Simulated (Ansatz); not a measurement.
**AlN, pressure series**

Consider AlN in the zinc blende structure (space group F-43m, No. 216).

```xyz
2
Lattice="0.0000 2.1849 2.1849 2.1849 0.0000 2.1849 2.1849 2.1849 0.0000" Properties=species:S:1:pos:R:3 pbc="T T T"
Al     0.0000     0.0000     0.0000
N      1.0924     1.0924     1.0924
```

Cell and atoms are relaxed at each pressure.

Method: r2SCAN (Ansatz, an electronic-structure program; PAW; 500 eV plane waves; no spin-orbit coupling).

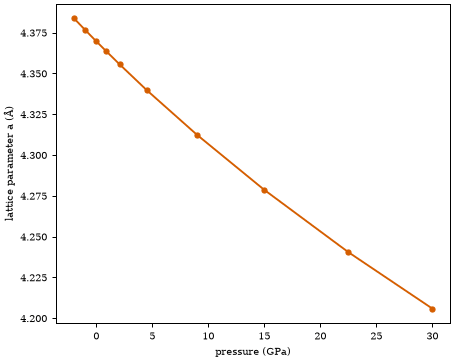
Figure. Lattice parameter a against pressure

From the plot, what is the lattice parameter a for pressure −1 GPa?

About 4.38 Å.

Is the trend monotonic over the range shown?

Yes, it falls throughout, spanning 4.206 Å to 4.384 Å.

Load acts through the strain it causes; cell and atoms are relaxed under it. No phonon test of stability was made. Tetrahedral semiconductors of this kind turn to denser phases somewhere between about 1 and 50 GPa; those were not computed, so compressed cells here can lie past the real transition. This is not the structure that AlN has at room temperature and ambient pressure.
